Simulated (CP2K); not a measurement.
# GaSiH7O (SMILES [SiH3][OH+][GaH3-]) at 3 levels

We compute a comparison of 3 runs (PM6, GFN2-xTB, IPEA1-xTB) of GaSiH7O. 

The results are computed with CP2K 2026.2.

3 further runs of the same task are left out: 1 that didn't finish, 2 set aside as unsound or not needed.

**1. The molecule**

GaSiH7O has 10 atoms, charge 0, and is taken as a singlet. As SMILES, `[SiH3][OH+][GaH3-]`. Geometry: relaxed at PBE0-D4/def2-TZVP.

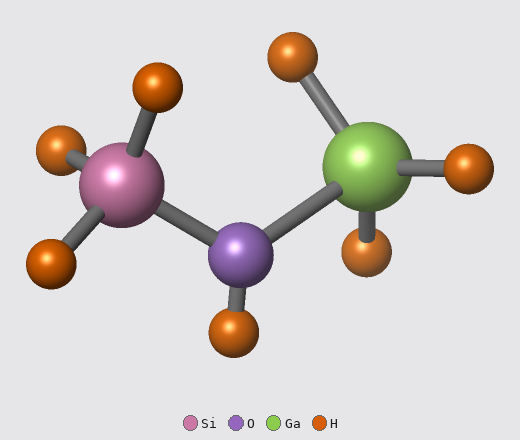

The structure, seen from a chosen angle (silicon pink, oxygen purple, gallium green, hydrogen orange).

**2. Energy and forces at PM6 (run 1)**

job.inp

```
&GLOBAL
    PROJECT_NAME job
    RUN_TYPE ENERGY_FORCE
    PRINT_LEVEL MEDIUM
&END GLOBAL

&FORCE_EVAL
    METHOD Quickstep
    &DFT
        &QS
            METHOD PM6
            EPS_DEFAULT 1.0E-08
            &SE
                &COULOMB
                    CUTOFF [angstrom] 50
                    RC_RANGE [angstrom] 0
                &END COULOMB
                &EXCHANGE
                    CUTOFF [angstrom] 50
                    RC_RANGE [angstrom] 0
                &END EXCHANGE
            &END SE
        &END QS
        &POISSON
            PERIODIC NONE
            POISSON_SOLVER ANALYTIC
        &END POISSON
        &SCF
            SCF_GUESS ATOMIC
            EPS_SCF 1.0E-06
            MAX_SCF 78
            ADDED_MOS 8
            &DIAGONALIZATION
                ALGORITHM STANDARD
            &END DIAGONALIZATION
            &MIXING
                METHOD DIRECT_P_MIXING
                ALPHA 0.6
            &END MIXING
        &END SCF
        &PRINT
            &MOMENTS
                PERIODIC F
                REFERENCE COM
                MAX_MOMENT 1
            &END MOMENTS
            &MO ON
                ENERGIES T
                OCCUPATION_NUMBERS T
                NDIGITS 6
                &EACH
                    QS_SCF 0
                &END EACH
                ADD_LAST NUMERIC
            &END MO
            &HIRSHFELD OFF
            &END HIRSHFELD
        &END PRINT
    &END DFT
    &SUBSYS
        &CELL
            ABC 11.7 12.1 12.9
            PERIODIC NONE
        &END CELL
        &COORD
            Si    -0.484700     0.680100    -1.289300
            O     -0.772200    -0.233700     0.097500
            Ga     0.882100    -0.551000     1.475200
            H     -1.767100     0.740000    -2.035000
            H      0.556000     0.040700    -2.124900
            H     -0.069600     2.013200    -0.814500
            H     -1.323900    -1.014800     0.010100
            H      0.306600     0.146600     2.760300
            H      1.885600     0.253500     0.552600
            H      0.870300    -2.125600     1.370900
        &END COORD
        &TOPOLOGY
            &CENTER_COORDINATES
            &END CENTER_COORDINATES
        &END TOPOLOGY
    &END SUBSYS
    &PRINT
        &FORCES ON
        &END FORCES
    &END PRINT
&END FORCE_EVAL
```

The run is started by

```sh
$ OMP_NUM_THREADS=1 cp2k.psmp -i job.inp -o job.out
```

What it wrote:

```text
CP2K| version string:                                       CP2K version 2026.2
[...]
 GLOBAL| Method name                                                        CP2K
[...]
 GLOBAL| Run type                                                   ENERGY_FORCE
[...]
                             - Atoms:                                         10
[...]
                             - Spherical basis functions:                     24
[...]
 Number of electrons:                                                         20
[...]
     1 P_Mix/Diag. 0.60E+00    0.0     0.81037865       -14.2755698482 -1.43E+01
[...]
    13 DIIS/Diag.  0.18E-06    0.0     0.00000072       -19.1204567235 -1.15E-11
  *** SCF run converged in    13 steps ***
  Core-core repulsion energy [eV]:                            882.77889288629785
  Core Hamiltonian energy [eV]:                              -823.97774701894059
  Two-electron integral energy [eV]:                        -1158.19046656499950
  Electronic energy [eV]:                                   -1403.07298030144034
  Total energy [eV]:                                         -520.29408741514260
  Atomic reference energy [eV]:                               517.40527371894188
  Heat of formation [kcal/mol]:                               -66.61763169678552
[...]
 SE_DIPOLE| Moment [Debye]          2.34086722       0.32849775       2.75067514
 SE_DIPOLE| Derivative [a.u.]       0.00000000       0.00000000       0.00000000
 ENERGY| Total FORCE_EVAL ( QS ) energy [hartree]            -19.120456723475350
[...]
```

Wall time 0.22 s (1 thread of Arm Neoverse V2, shared host).

**3. The energy at GFN2-xTB (run 2)**

calc.inp

```
&FORCE_EVAL
 METHOD QS
 &DFT
  &QS
   METHOD XTB
   EPS_DEFAULT 1.0E-10
   &XTB
    GFN_TYPE TBLITE
    &TBLITE
     METHOD GFN2
    &END TBLITE
    CHECK_ATOMIC_CHARGES F
   &END XTB
  &END QS
  &POISSON
   PERIODIC NONE
   POISSON_SOLVER ANALYTIC
  &END POISSON
  &SCF
   SCF_GUESS ATOMIC
   EPS_SCF 1.0E-06
   MAX_SCF 150
   ADDED_MOS 8
   LEVEL_SHIFT 1
   &DIAGONALIZATION
    ALGORITHM STANDARD
   &END DIAGONALIZATION
   &MIXING
    METHOD DIRECT_P_MIXING
    ALPHA 0.4
   &END MIXING
   &SMEAR ON
    METHOD FERMI_DIRAC
    ELECTRONIC_TEMPERATURE [K] 300
   &END SMEAR
  &END SCF
  &PRINT
   &MOMENTS
    PERIODIC F
    REFERENCE COM
    MAX_MOMENT 1
   &END MOMENTS
   &MO ON
    ENERGIES T
    OCCUPATION_NUMBERS T
    NDIGITS 6
    &EACH
     QS_SCF 0
    &END EACH
    ADD_LAST NUMERIC
   &END MO
   &HIRSHFELD OFF
   &END HIRSHFELD
  &END PRINT
 &END DFT
 &SUBSYS
  &CELL
   ABC 11.7 12.1 12.9
   PERIODIC NONE
  &END CELL
  &COORD
   Si    -0.484700     0.680100    -1.289300
   O     -0.772200    -0.233700     0.097500
   Ga     0.882100    -0.551000     1.475200
   H     -1.767100     0.740000    -2.035000
   H      0.556000     0.040700    -2.124900
   H     -0.069600     2.013200    -0.814500
   H     -1.323900    -1.014800     0.010100
   H      0.306600     0.146600     2.760300
   H      1.885600     0.253500     0.552600
   H      0.870300    -2.125600     1.370900
  &END COORD
  &TOPOLOGY
   &CENTER_COORDINATES
   &END CENTER_COORDINATES
  &END TOPOLOGY
 &END SUBSYS
&END FORCE_EVAL

&GLOBAL
 PROJECT calc
 RUN_TYPE ENERGY
 PRINT_LEVEL MEDIUM
&END GLOBAL
```

The run is started by

```sh
$ OMP_NUM_THREADS=1 cp2k.psmp -i calc.inp -o calc.out
```

What it wrote:

```text
CP2K| version string:                                       CP2K version 2026.2
[...]
 GLOBAL| Method name                                                        CP2K
[...]
 GLOBAL| Run type                                                         ENERGY
[...]
                             - Atoms:                                         10
[...]
                             - Spherical basis functions:                     29
[...]
 Number of electrons:                                                         20
[...]
  *** SCF run converged in   132 steps ***
[...]
  Fermi energy:                                                -0.26565466198833
[...]
 TB_DIPOLE| Moment [Debye]         -2.96618583       1.04620751      -4.57529349
 TB_DIPOLE| Derivative [a.u.]       0.00000000       0.00000000       0.00000000
[...]
 ENERGY| Total FORCE_EVAL ( QS ) energy [hartree]            -10.605382362577199
[...]
```

Run time: 0.42 s. Hardware: 1 thread of Arm Neoverse V2, shared host.

**4. The energy at IPEA1-xTB (run 3)**

molecule.xyz

```xyz
10

Si    -0.484700     0.680100    -1.289300
O     -0.772200    -0.233700     0.097500
Ga     0.882100    -0.551000     1.475200
H     -1.767100     0.740000    -2.035000
H      0.556000     0.040700    -2.124900
H     -0.069600     2.013200    -0.814500
H     -1.323900    -1.014800     0.010100
H      0.306600     0.146600     2.760300
H      1.885600     0.253500     0.552600
H      0.870300    -2.125600     1.370900
```

qs.inp

```
&FORCE_EVAL
  METHOD Quickstep
  &DFT
    CHARGE 0
    MULTIPLICITY 1
    &QS
      METHOD XTB
      EPS_DEFAULT 1.0E-10
      &XTB
        GFN_TYPE TBLITE
        &TBLITE
          METHOD IPEA1
        &END TBLITE
        CHECK_ATOMIC_CHARGES F
      &END XTB
    &END QS
    &POISSON
      PERIODIC NONE
      POISSON_SOLVER ANALYTIC
    &END POISSON
    &SCF
      SCF_GUESS ATOMIC
      EPS_SCF 1.0E-06
      MAX_SCF 150
      ADDED_MOS 4
      &DIAGONALIZATION
        ALGORITHM STANDARD
      &END DIAGONALIZATION
      &MIXING
        METHOD DIRECT_P_MIXING
        ALPHA 0.4
      &END MIXING
      &SMEAR ON
        METHOD FERMI_DIRAC
        ELECTRONIC_TEMPERATURE [K] 300
      &END SMEAR
    &END SCF
    &PRINT
      &MOMENTS
        PERIODIC F
        REFERENCE COM
        MAX_MOMENT 1
      &END MOMENTS
      &MO ON
        ENERGIES T
        OCCUPATION_NUMBERS T
        NDIGITS 6
        &EACH
          QS_SCF 0
        &END EACH
        ADD_LAST NUMERIC
      &END MO
      &HIRSHFELD OFF
      &END HIRSHFELD
    &END PRINT
  &END DFT
  &SUBSYS
    &CELL
      ABC [angstrom] 13.7 14.1 14.9
      PERIODIC NONE
    &END CELL
    &TOPOLOGY
      COORD_FILE_NAME molecule.xyz
      COORD_FILE_FORMAT XYZ
      &CENTER_COORDINATES
      &END CENTER_COORDINATES
    &END TOPOLOGY
  &END SUBSYS
&END FORCE_EVAL

&GLOBAL
  PROJECT_NAME qs
  RUN_TYPE ENERGY
  PRINT_LEVEL MEDIUM
&END GLOBAL
```

The run is started by

```sh
$ OMP_NUM_THREADS=1 cp2k.psmp -i qs.inp > qs.out 2>&1
```

What it wrote:

```text
CP2K| version string:                                       CP2K version 2026.2
[...]
 GLOBAL| Method name                                                        CP2K
[...]
 GLOBAL| Run type                                                         ENERGY
[...]
                             - Atoms:                                         10
[...]
                             - Spherical basis functions:                     37
[...]
 Number of electrons:                                                         20
[...]
  *** SCF run converged in    14 steps ***
[...]
  Fermi energy:                                                -0.32723958839150
[...]
 TB_DIPOLE| Moment [Debye]         -2.40146515       0.25196902      -2.89991978
 TB_DIPOLE| Derivative [a.u.]       0.00000000       0.00000000       0.00000000
[...]
 ENERGY| Total FORCE_EVAL ( QS ) energy [hartree]            -12.160293402132558
[...]
```

It took 0.24 s on 1 thread of Arm Neoverse V2, shared host.

**5. Overview of the runs**

```tsv
run	level	task	iteration cap	energy (Eh)	dipole moment (D)	HOMO energy (eV)	LUMO energy (eV)	wall time
1	PM6	gradient	78	-19.120457	3.63	-11.17	-0.52	0.22 s
2	GFN2-xTB	energy	150	-10.605382	5.55	-10.84	-6.33	0.42 s
3	IPEA1-xTB	energy	150	-12.160293	3.77	-12.90	-8.01	0.24 s
```

**6. Summary of results**

```
                                        quantity         value
                             run 3: total energy  -12.16029 Eh
run 3: dipole moment (from atomic charges alone)        3.77 D
                              run 3: HOMO energy     -12.90 eV
                              run 3: LUMO energy      -8.01 eV
                            run 3: HOMO–LUMO gap       4.89 eV
```

**Reading.** The dipole moment (its size) runs from 3.63 D (PM6) to 5.55 D (GFN2-xTB). Some of these are taken from atomic charges alone. The HOMO–LUMO gap runs from 4.50 eV (GFN2-xTB) to 10.65 eV (PM6). Force-field and semi-empirical energies have zeros of their own, so their totals don't compare. All runs together took 0.88 s, the longest 0.42 s.
